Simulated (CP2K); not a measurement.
**PM3 run of AlHOF (SMILES [OH][Al][F])**

What is the vertical doublet–quartet gap of AlHOF at PM3? 

The results are computed with CP2K 2026.2.

3 further runs of the same task are left out: 2 that didn't finish, 1 set aside as unsound or not needed.

### Step 1. The system as given

The species is AlHOF (4 atoms), meant as a doublet with charge 0. SMILES: `[OH][Al][F]`. Geometry: a GFN2-xTB relaxation, a rough one for these elements and not checked as a minimum.

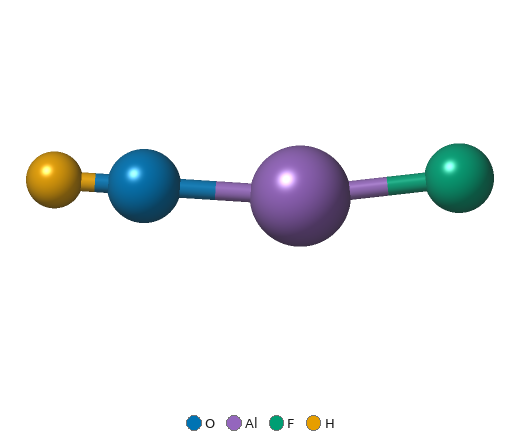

The structure, seen from a chosen angle (oxygen blue, aluminium purple, fluorine teal, hydrogen amber).

### Step 2. Energy and gradient at PM3

molecule.xyz reads:

```xyz
4

O     -0.506270     0.699430    -0.520320
Al     0.224220    -0.460130     0.405330
F      1.206280    -1.600630     1.172170
H     -0.924230     1.361330    -1.057170
```

gas.inp reads:

```
&GLOBAL
  PROJECT_NAME gas
  RUN_TYPE ENERGY_FORCE
  PRINT_LEVEL MEDIUM
&END

&FORCE_EVAL
  METHOD QS
  &DFT
    MULTIPLICITY 2
    LSD T
    &QS
      METHOD PM3
      EPS_DEFAULT 1.0E-10
      &SE
        &COULOMB
          CUTOFF [angstrom] 50
          RC_RANGE [angstrom] 0
        &END
        &EXCHANGE
          CUTOFF [angstrom] 50
          RC_RANGE [angstrom] 0
        &END
      &END
    &END
    # isolated system
    &POISSON
      PERIODIC NONE
      POISSON_SOLVER ANALYTIC
    &END
    &SCF
      SCF_GUESS ATOMIC
      EPS_SCF 1.0E-07
      MAX_SCF 40
      &OT
        MINIMIZER CG
        PRECONDITIONER FULL_SINGLE_INVERSE
      &END
      &OUTER_SCF
        EPS_SCF 1.0E-07
        MAX_SCF 10
      &END
    &END
    # extra output
    &PRINT
      &MOMENTS
        PERIODIC F
        REFERENCE COM
        MAX_MOMENT 1
      &END
      &MO_CUBES
        NLUMO 3
        NHOMO -1
        WRITE_CUBE F
      &END
      &HIRSHFELD OFF
      &END
    &END
  &END
  # structure
  &SUBSYS
    &CELL
      ABC 18.1 19 18.2
      PERIODIC NONE
    &END
    &TOPOLOGY
      COORD_FILE_NAME molecule.xyz
      COORD_FILE_FORMAT XYZ
      &CENTER_COORDINATES
      &END
    &END
  &END
  &PRINT
    &FORCES ON
    &END
  &END
&END
```

Run with:

```console
$ OMP_NUM_THREADS=1 cp2k.psmp gas.inp > gas.out
```

Standard output (excerpt; [...] marks lines left out):

```text
CP2K| version string:                                       CP2K version 2026.2
[...]
 GLOBAL| Method name                                                        CP2K
[...]
 GLOBAL| Run type                                                   ENERGY_FORCE
[...]
                             - Atoms:                                          4
[...]
                             - Spherical basis functions:                     13
[...]
 Number of electrons:                                                          9
[...]
     1 OT CG       0.80E-01    0.0     0.22471482       -27.4637915198 -2.75E+01
[...]
    28 OT CG       0.48E+00    0.0     0.00000007       -29.4832484260 -8.49E-13
  *** SCF run converged in    28 steps ***
  Core-core repulsion energy [eV]:                            514.68059523125044
  Core Hamiltonian energy [eV]:                             -1379.68765822417322
  Two-electron integral energy [eV]:                          125.45414546956574
  Electronic energy [eV]:                                   -1316.96058548939050
  Total energy [eV]:                                         -802.27999025813995
  Atomic reference energy [eV]:                               795.90569859690220
  Heat of formation [kcal/mol]:                              -146.99466939480834
[...]
 SE_DIPOLE| Moment [Debye]          0.96511290      -1.97141499       1.75554056
 SE_DIPOLE| Derivative [a.u.]       0.00000000       0.00000000       0.00000000
 *** WARNING in qs_scf_post_se.F:140 :: Printing of MO cube files not ***
 *** implemented for Semi-Empirical method.                           ***
 ENERGY| Total FORCE_EVAL ( QS ) energy [hartree]            -29.483248426001889
 FORCES| Atomic forces [hartree/bohr]
 FORCES|   Atom     x               y               z               |f|
 FORCES|      1 -1.68450763E-02  2.58024629E-02 -2.05392653E-02   3.70322172E-02
 FORCES|      2  1.49293659E-02 -3.01343360E-02  2.64924821E-02   4.28113978E-02
 FORCES|      3 -1.40699241E-02  2.32124972E-02 -1.89702795E-02   3.31157711E-02
 FORCES|      4  1.59856345E-02 -1.88806241E-02  1.30170627E-02   2.79546490E-02
 FORCES| Sum    -2.77555756E-17 -1.35308431E-16  6.93889390E-17
 FORCES| Total atomic force                                       1.54575446E-16
[...]
```

Wall time 2 s (1 thread of Intel Xeon 6975P-C (Granite Rapids), shared host); peak memory 0.19 GiB.

### Step 3. The quartet, same level

molecule.xyz is that of step 2.

job.inp reads:

```
&GLOBAL
   PROJECT job
   RUN_TYPE ENERGY_FORCE
   PRINT_LEVEL MEDIUM
&END GLOBAL
&FORCE_EVAL
   METHOD QUICKSTEP
   &DFT
      MULTIPLICITY 4
      UNRESTRICTED_KOHN_SHAM T
      # Quickstep
      &QS
         METHOD PM3
         EPS_DEFAULT 1.0E-10
         &SE
            &COULOMB
               CUTOFF [angstrom] 50
               RC_RANGE [angstrom] 0
            &END COULOMB
            &EXCHANGE
               CUTOFF [angstrom] 50
               RC_RANGE [angstrom] 0
            &END EXCHANGE
         &END SE
      &END QS
      # isolated system
      &POISSON
         PERIODIC NONE
         POISSON_SOLVER ANALYTIC
      &END POISSON
      # SCF settings
      &SCF
         SCF_GUESS ATOMIC
         EPS_SCF 1.0E-07
         MAX_SCF 40
         &OT
            MINIMIZER CG
            PRECONDITIONER FULL_SINGLE_INVERSE
         &END OT
         &OUTER_SCF
            EPS_SCF 1.0E-07
            MAX_SCF 10
         &END OUTER_SCF
      &END SCF
      # extra output
      &PRINT
         &MOMENTS
            PERIODIC F
            REFERENCE COM
            MAX_MOMENT 1
         &END MOMENTS
         &MO_CUBES
            NLUMO 3
            NHOMO -1
            WRITE_CUBE F
         &END MO_CUBES
         &HIRSHFELD OFF
         &END HIRSHFELD
      &END PRINT
   &END DFT
   &SUBSYS
      # vacuum box
      &CELL
         ABC 18.1 19 18.2
         PERIODIC NONE
      &END CELL
      &TOPOLOGY
         COORD_FILE_NAME molecule.xyz
         COORD_FILE_FORMAT XYZ
         &CENTER_COORDINATES
         &END CENTER_COORDINATES
      &END TOPOLOGY
   &END SUBSYS
   &PRINT
      &FORCES ON
      &END FORCES
   &END PRINT
&END FORCE_EVAL
```

Run with:

```console
$ OMP_NUM_THREADS=1 cp2k.psmp -i job.inp > job.out 2>&1
```

Standard output (excerpt; [...] marks lines left out):

```text
CP2K| version string:                                       CP2K version 2026.2
[...]
 GLOBAL| Method name                                                        CP2K
[...]
 GLOBAL| Run type                                                   ENERGY_FORCE
[...]
                             - Atoms:                                          4
[...]
                             - Spherical basis functions:                     13
[...]
 Number of electrons:                                                         10
[...]
     1 OT CG       0.80E-01    0.0     0.22013924       -27.4425073759 -2.74E+01
[...]
    26 OT CG       0.47E+00    0.0     0.00000008       -29.3652935546 -6.04E-13
  *** SCF run converged in    26 steps ***
  Core-core repulsion energy [eV]:                            514.68059523125044
  Core Hamiltonian energy [eV]:                             -1349.51706584923022
  Two-electron integral energy [eV]:                           71.53239128439556
  Electronic energy [eV]:                                   -1313.75087020703245
  Total energy [eV]:                                         -799.07027497578201
  Atomic reference energy [eV]:                               795.90569859690220
  Heat of formation [kcal/mol]:                               -72.97687073480047
[...]
 SE_DIPOLE| Moment [Debye]          3.04623105      -4.89667917       3.95334176
 SE_DIPOLE| Derivative [a.u.]       0.00000000       0.00000000       0.00000000
 *** WARNING in qs_scf_post_se.F:140 :: Printing of MO cube files not ***
 *** implemented for Semi-Empirical method.                           ***
 ENERGY| Total FORCE_EVAL ( QS ) energy [hartree]            -29.365293554640822
 FORCES| Atomic forces [hartree/bohr]
 FORCES|   Atom     x               y               z               |f|
 FORCES|      1 -5.30157761E-02  8.99305572E-02 -7.35582781E-02   1.27706687E-01
 FORCES|      2  5.53823688E-02 -9.29531198E-02  7.57814124E-02   1.32099628E-01
 FORCES|      3 -8.68044612E-03  1.36540554E-02 -1.08439633E-02   1.94775490E-02
 FORCES|      4  6.31385341E-03 -1.06314928E-02  8.62082905E-03   1.50735556E-02
 FORCES| Sum    -8.32667268E-17  1.38777878E-17 -2.35922393E-16
 FORCES| Total atomic force                                       2.50569983E-16
[...]
```

It took 2.7 s on 1 thread of Intel Xeon 6975P-C (Granite Rapids), shared host; peak memory 0.18 GiB.

### Step 4. What came out

Level: PM3.

| quantity | value |
| --- | --- |
| doublet: total energy | -29.48325 Eh |
| doublet: dipole moment | 2.81 D |
| doublet: heat of formation at this unrelaxed shape | -147.0 kcal/mol |
| doublet: largest force on an atom | 2.201 eV/Å |
| quartet: total energy | -29.36529 Eh |
| quartet: dipole moment | 6.99 D |
| quartet: heat of formation at this unrelaxed shape | -73.0 kcal/mol |
| quartet: largest force on an atom | 6.793 eV/Å |
| vertical energy of the quartet above the doublet | 3.210 eV |

At this shape the quartet lies 3.21 eV (74 kcal/mol) above the doublet. The largest force (doublet) is 2.20 eV/Å: the shape isn't a stationary point for this species at this level.
